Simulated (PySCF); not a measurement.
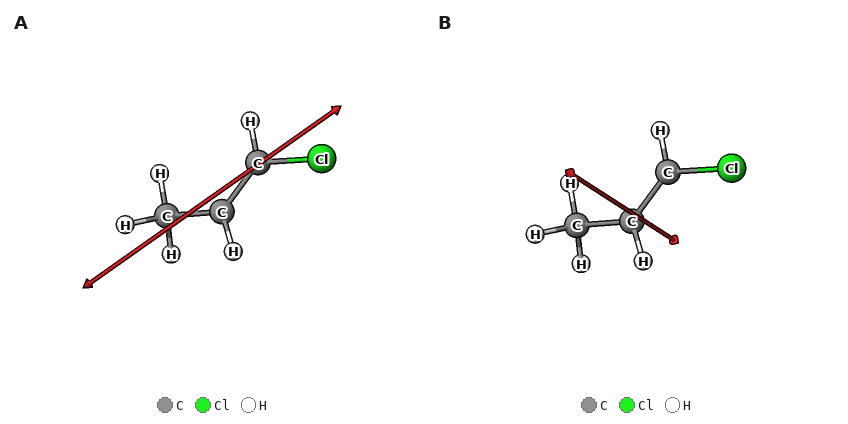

The double arrows show the directions of two transition dipoles from the ground state (lengths mean nothing). The geometry was computed by an optimisation with PBE0-D3(BJ)/def2-SVP. No frequency run is at hand to confirm it as a minimum. Level of theory: TDDFT PBE0/def2-TZVPD, vertical, gas phase, core orbitals frozen in the response (PySCF 2.14.0).

Question: One belongs to singlet state 2 and one to singlet state 9. Which is which?

Answer: A: state 2, 6.53 eV (190 nm), oscillator strength 0.33, mainly HOMO → LUMO (weight 0.94).
B: state 9, 8.17 eV (152 nm), oscillator strength 0.028, mainly HOMO → LUMO+7 (weight 0.74).
